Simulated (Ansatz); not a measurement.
The starting structures come from a database of crystals and need not be the phases stable at ambient conditions.

 Where the default PAW files enter, the runs use the earlier of Ansatz's two default sets.

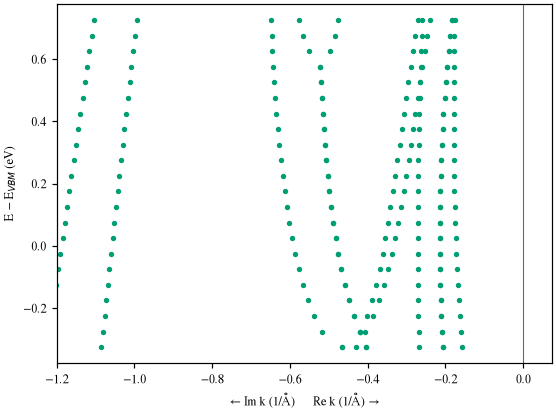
Complex bands at the centre of the two-dimensional zone; PBEsol run with Ansatz (a first-principles code)

The gap is the functional's own. No spin-orbit coupling. Mid-gap values are interpolated on the energy grid.

Q: This is TlInSe2 (I4/mcm, not sure to be the ambient phase, 8 atoms a cell, 27.7 Å³ an atom) along the normal of (110). Read off the slowest decay at the centre of the two-dimensional zone at 0.23 eV, the computed energy nearest the middle of the gap.

A: κ ≈ 0.18 1/Å, a decay length 1/(2κ) of the density of 2.8 Å.
